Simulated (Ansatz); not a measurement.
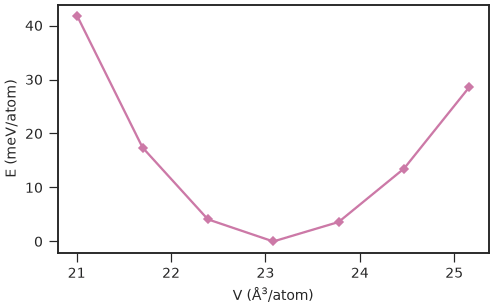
Figure: Ag$_{3}$SI (anti-perovskite, Pm-3m) under volume change, DFT-PBEsol in the program Ansatz with PAW potentials, scaled uniformly.

Task: What does a third-order Birch–Murnaghan fit give for V₀, B₀ and B′?

Result: V₀ = 23.08 Å³/atom, B₀ = 58.7 GPa, B′ = 5.3.

The workflow started from an entry of the Crystallography Open Database (COD), which files this formula under 2 space groups. Whether it is the stable phase at ambient conditions was not checked. Symmetry was held in the PBEsol relaxation; whether a distortion lowers the energy is not shown. The run is not spin-polarised. Scalar-relativistic: spin–orbit coupling is off unless named, which matters more the heavier the elements.

Potentials: the later of the program's two PAW sets.
